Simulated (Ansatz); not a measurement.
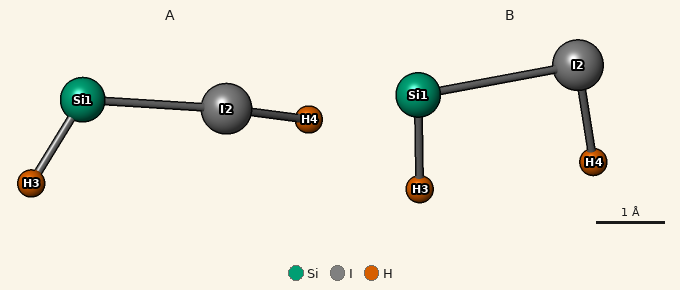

Two geometries of SiH$_{2}$I (charge +1), drawn at one scale. One is the start of a relaxation, the other its converged end. Style: ball-and-stick. Shown at a tilt.

Computed with RKS PBE-D4/def2-SVP in Ansatz. Set-up: force threshold 0.03 eV/Å; at most 250 steps.

**Which of the two is the end point?**

Structure B is the relaxed one. It is one of the separated reactants of a reaction. H4 moves most after the best rigid fit: 1.10 Å. By element the largest moves are H 1.10 Å, I 0.66 Å, Si 0.30 Å. Near-neighbour distances that change, for instance: Si1–I2 2.304 → 2.673 Å, Si1–H3 1.473 → 1.540 Å, I2–H4 1.700 → 1.650 Å. Bond angles that change, for instance: Si1–I2–H4 158.8° → 101.3°, I2–Si1–H3 119.8° → 86.7°. Groups turn about Si1–I2 by about 80°. After 9 geometry steps the energy has fallen by 40.5 kcal/mol. Largest force component: 3.5 eV/Å at the start, 0.019 eV/Å at the end.
